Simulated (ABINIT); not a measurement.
# LiCl (Fm-3m): a self-consistent loop beyond G0W0, cycle by cycle, part 3 of 3

How far does self-consistency move the gap of LiCl (Fm-3m)?

ABINIT 10.8.3; PBE and many-body steps on it, plane waves. Known limits of the many-body steps: not at the basis limit; coarse k mesh.

So far. Step 11 (evGW, cycle 1): Against G0W0 in ABINIT (4×4×4 mesh, 256 bands, screening to 261.2 eV, Godby-Needs plasmon pole), the gap moves by +1.052 eV. Step 14 (evGW, cycle 2): Against the cycle before, the gap moves by +0.085 eV.

## Step 15: Screening, 4×4×4 mesh, 256 bands, screening to 261.2 eV

This step: RPA screening on PBE, plane waves, norm-conserving pseudopotentials.

Contents of run.abi:

```
acell 3*1.0 Angstrom
rprim 
  0.000000000000 2.571500000000 2.571500000000
  2.571500000000 0.000000000000 2.571500000000
  2.571500000000 2.571500000000 -0.000000000000
ntypat 2
znucl 3 17
natom 2
typat 1 2
xred 
  0.000000000000 0.000000000000 0.000000000000
  0.500000000000 0.500000000000 0.500000000000
pp_dirpath "pseudos"
pseudos "Li.upf, Cl.upf"
ecut 33
ngkpt 4 4 4
nshiftk 1
shiftk 0 0 0
kptopt 1
chksymbreak 0
istwfk *1
occopt 1
irdwfk 1
optdriver 3
nband 256
ecuteps 9.6
inclvkb 2
awtr 1
symchi 1
gwcalctyp 10
mbpt_sciss 4.138 eV
nqptdm 1
qptdm 
  0 0 0
indata_prefix "in"
outdata_prefix "out"
tmpdata_prefix "tmp"
```

Launch:

```bash
$ OMP_NUM_THREADS=1 mpirun -n 4 abinit run.abi > log
```

Output:

```text
.Version 10.8.3 of ABINIT. v10.8.2 released Aug 2026.

 Symmetries : space group Fm -3 m (#225); Bravais cF (face-center cubic)
[... echo of the input left out ...]
== DATASET  1 ==================================================================
-   mpi_nproc: 4, omp_nthreads: 1 (-1 if OMP is not activated)

--- !DatasetInfo
iteration_state: {dtset: 1, }
dimensions: {natom: 2, nkpt: 8, mband: 256, nsppol: 1, nspinor: 1, nspden: 1, mpw: 2120, }
cutoff_energies: {ecut:  33.0, pawecutdg:  -1.0, }
[...]
[... chi0 elements left out ...]
 For q-point:  0.000010 0.000020 0.000030
  dielectric constant =   2.3411
  dielectric constant without local fields =   2.6498

  Average fulfillment of the sum rule on Im[epsilon] for q-point    1 :    100.60  [%]
[... wings left out ...]
== END DATASET(S) ==============================================================
================================================================================

 -outvars: echo values of variables after computation  --------
           etotal      0.0000000000E+00
            nband         256
             nkpt           8
          spgroup         225
 [... the other variables as echoed above ...]

 Calculation completed.
```

The job ended after 11 s (4 MPI ranks of Intel Xeon Platinum 8259CL at 2.50GHz (Skylake/Cascade Lake), shared host; peak memory 0.95 GiB; 43 s of CPU time).

Numbers from this step:

| Property | Result |
| --- | --- |
| ε∞ with local fields, on this mesh, along the program's q direction | 2.341 |
| the same without local fields | 2.650 |
| plasma frequency | 20.14 eV |
| plane waves in the screening matrix | 331 |

This screening uses the functional's bands under a rigid shift, the mean opening of the cycle before.

## Step 16: Screening, 4×4×4 mesh, 256 bands, screening to 261.2 eV

This step: RPA screening on PBE from quasiparticle energies, plane waves, norm-conserving pseudopotentials.

run.abi: that of step 15 with these lines changed.

```diff
@@ -29,7 +29,13 @@
 symchi 1
+irdqps 1
 gwcalctyp 10
-mbpt_sciss 4.138 eV
-nqptdm 1
+nqptdm 7
 qptdm 
-  0 0 0
+  0.2500000000 0.0000000000 0.0000000000
+  0.5000000000 0.0000000000 0.0000000000
+  0.2500000000 0.2500000000 0.0000000000
+  0.5000000000 0.2500000000 0.0000000000
+  -0.2500000000 0.2500000000 0.0000000000
+  0.5000000000 0.5000000000 0.0000000000
+  -0.2500000000 0.5000000000 0.2500000000
 indata_prefix "in"
```

Contents of mrgscr.stdin:

```
2
merged
q0_SCR
out_SCR
1
```

Launch:

```bash
$ OMP_NUM_THREADS=1 mpirun -n 4 abinit run.abi > log; mrgscr < mrgscr.stdin
```

Output:

```text
.Version 10.8.3 of ABINIT. v10.8.2 released Aug 2026.

 Symmetries : space group Fm -3 m (#225); Bravais cF (face-center cubic)
[... echo of the input left out ...]
== DATASET  1 ==================================================================
-   mpi_nproc: 4, omp_nthreads: 1 (-1 if OMP is not activated)

--- !DatasetInfo
iteration_state: {dtset: 1, }
dimensions: {natom: 2, nkpt: 8, mband: 256, nsppol: 1, nspinor: 1, nspden: 1, mpw: 2120, }
cutoff_energies: {ecut:  33.0, pawecutdg:  -1.0, }
[...]
q-point number  1        q = ( 0.250000, 0.000000, 0.000000) [r.l.u.]
--------------------------------------------------------------------------------
[... chi0 elements left out ...]
  Average fulfillment of the sum rule on Im[epsilon] for q-point    2 :    112.64  [%]

--------------------------------------------------------------------------------
  q-point number  2        q = ( 0.500000, 0.000000, 0.000000) [r.l.u.]
--------------------------------------------------------------------------------
[... chi0 elements left out ...]
  Average fulfillment of the sum rule on Im[epsilon] for q-point    3 :    106.41  [%]

 [... 5 further q-points ...]
```

It took 85 s on 4 MPI ranks; peak memory 1.1 GiB; 5.6 min of CPU time.

Numbers from this step:

```yaml
plasma_frequency: 20.14 eV
plane_waves_in_the_screening_matrix: 331
```

This screening reads the quasiparticle levels of the cycle before.

## Step 17: evGW, cycle 3

This step: evGW on PBE, plane waves, norm-conserving pseudopotentials.

run.abi: that of step 16 with these lines changed.

```diff
@@ -23,12 +23,10 @@
 irdwfk 1
-optdriver 3
+optdriver 4
 nband 256
-ecuteps 9.6
-inclvkb 2
-awtr 1
-symchi 1
-irdqps 1
 gwcalctyp 10
-nqptdm 7
-qptdm 
+ecutsigx 33
+symsigma 1
+nkptgw 8
+kptgw 
+  0.0000000000 0.0000000000 0.0000000000
   0.2500000000 0.0000000000 0.0000000000
@@ -40,2 +38,15 @@
   -0.2500000000 0.5000000000 0.2500000000
+bdgw 
+  1 11
+  1 11
+  1 11
+  1 11
+  1 11
+  1 11
+  1 11
+  1 11
+ecuteps 9.6
+irdscr 1
+ppmodel 1
+irdqps 1
 indata_prefix "in"
```

Launch:

```bash
$ OMP_NUM_THREADS=1 mpirun -n 4 abinit run.abi > log
```

Output:

```text
.Version 10.8.3 of ABINIT. v10.8.2 released Aug 2026.

 Symmetries : space group Fm -3 m (#225); Bravais cF (face-center cubic)
[... echo of the input left out ...]
== DATASET  1 ==================================================================
-   mpi_nproc: 4, omp_nthreads: 1 (-1 if OMP is not activated)

--- !DatasetInfo
iteration_state: {dtset: 1, }
dimensions: {natom: 2, nkpt: 8, mband: 256, nsppol: 1, nspinor: 1, nspden: 1, mpw: 2120, }
cutoff_energies: {ecut:  33.0, pawecutdg:  -1.0, }
[...]
.  kptgw no:  3; Maximum DeltaE = (  -0.068  -0.022) for band index:  2
[...]
.  kptgw no:  7; Maximum DeltaE = (  -0.048  -0.018) for band index:  2
.  kptgw no:  8; Maximum DeltaE = (  -0.034  -0.014) for band index:  2

== END DATASET(S) ==============================================================
================================================================================

 -outvars: echo values of variables after computation  --------
           etotal      0.0000000000E+00
            nband         256
             nkpt           8
          spgroup         225
 [... the other variables as echoed above ...]

 Calculation completed.
```

It took 17 min on 4 MPI ranks; peak memory 1.4 GiB; 67 min of CPU time.

This step gave:

```
quasiparticle gap on the mesh                         : 10.16 eV
gap of the density functional on the mesh             : 6.285 eV
k of the valence top                                  : 0, 0, 0
k of the conduction bottom                            : 0, 0, 0
least direct quasiparticle gap on the computed points : 10.16 eV
```

Against the cycle before, the gap moves by +0.008 eV.

## Step 18: The runs together

Times are wall times on 4 MPI ranks of Intel Xeon Platinum 8259CL at 2.50GHz (Skylake/Cascade Lake), shared host. The host was busy with other work, so they are no guide to cost. A run's time includes the screening step that it read.

```
           run   mesh  bands  screening cutoff (eV)  DFT gap (eV)  gap on the mesh (eV)  direct (eV)  ε∞ used     time
          G0W0  4×4×4    256                  261.2         6.285                 9.015        9.015     2.84  2.3 min
evGW0, cycle 1  4×4×4    256                  261.2         6.285                 9.644        9.644     2.84   16 min
evGW0, cycle 2  4×4×4    256                  261.2         6.285                 9.435        9.435     2.84   15 min
evGW0, cycle 3  4×4×4    256                  261.2         6.285                 9.449        9.449     2.84   14 min
evGW0, cycle 4  4×4×4    256                  261.2         6.285                 9.448        9.448     2.84   14 min
 evGW, cycle 1  4×4×4    256                  261.2         6.285                10.067       10.067     2.41   16 min
 evGW, cycle 2  4×4×4    256                  261.2         6.285                10.152       10.152     2.35   17 min
 evGW, cycle 3  4×4×4    256                  261.2         6.285                10.160       10.160     2.34   18 min
```

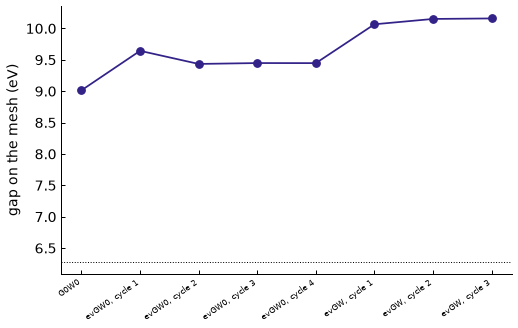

The gap through the cycles; the dotted line is the starting gap.

## Step 19: Summary of results

| Property | Result |
| --- | --- |
| G0W0 | 9.015 eV |
| evGW0, cycle 1 | 9.644 eV |
| evGW0, cycle 2 | 9.435 eV |
| evGW0, cycle 3 | 9.449 eV |
| evGW0, cycle 4 | 9.448 eV |
| evGW, cycle 1 | 10.067 eV |
| evGW, cycle 2 | 10.152 eV |
| evGW, cycle 3 | 10.160 eV |
| known limits | not at the basis limit; coarse k mesh |

Only the bands that the input lists are updated; the others, empty or deep, keep the functional's energies or take a rigid shift. The evGW loop starts from the last levels of evGW0, so its cycles and time come on top of those. evGW0 ends at 9.45 eV, +0.43 eV from G0W0, after 4 cycles that took 53 min beside the first screening; the last moved the gap by 0.001 eV. evGW ends at 10.16 eV, +1.14 eV from G0W0, after 3 cycles that took 52 min beside the first screening; the last moved the gap by 0.008 eV. The first cycle of evGW0 takes the full correction, without the factor Z, so it overshoots the one-shot value. Bands and cutoff are finite, so the gap is not at the basis limit. The miss can reach some tenths of an eV and take either sign; the mesh is an error of its own. The 4×4×4 mesh is coarse for this cell, which bears on the long-range parts of exchange and screening. In the updated screening the q = 0 part is built from Kohn-Sham bands under a rigid shift, the other q from the quasiparticle levels.

[Paths, hosts, dates, memory and timing lines, banners, echoed tables and standing remarks are left out of the program output.]

[Logs are printed without paths, hosts, clocks, repeated set-up lines and the standing remarks that a program may print on its own settings, such as how far it seeks lower states.]

[Runs of the session that timed out or met a known fault of the program may be left out.]

[Hosts, paths, dates, database ids (printed as entryN), source tags and the programs' standing remarks are cut or masked in the printed files.]

[G0W0 gaps are taken among the corrected bands and points alone; a level outside them can change the order at an edge.]

[Where Ansatz stands beside ABINIT at settings called matched, ABINIT's density can come from a denser mesh and the files from another edition; pairs whose starting gaps differed by over 0.03 eV were left out, so agreement reads better than it is.]
